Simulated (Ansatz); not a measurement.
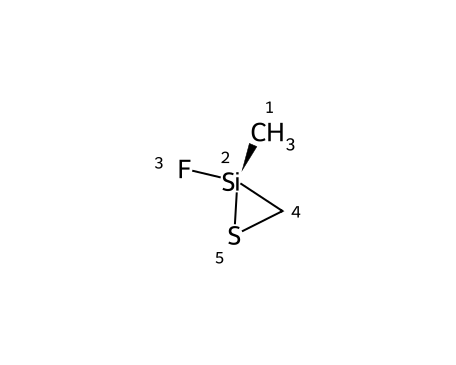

Skeletal drawing with numbered atoms; wedges and dashes mark any stereocentres. The configuration is that of a computed structure (PBE0-D4/def2-TZVP).

### Assign CIP descriptors.

Si2: S.

### Give a SMILES with the stereochemistry.

C[Si@@]1(F)CS1
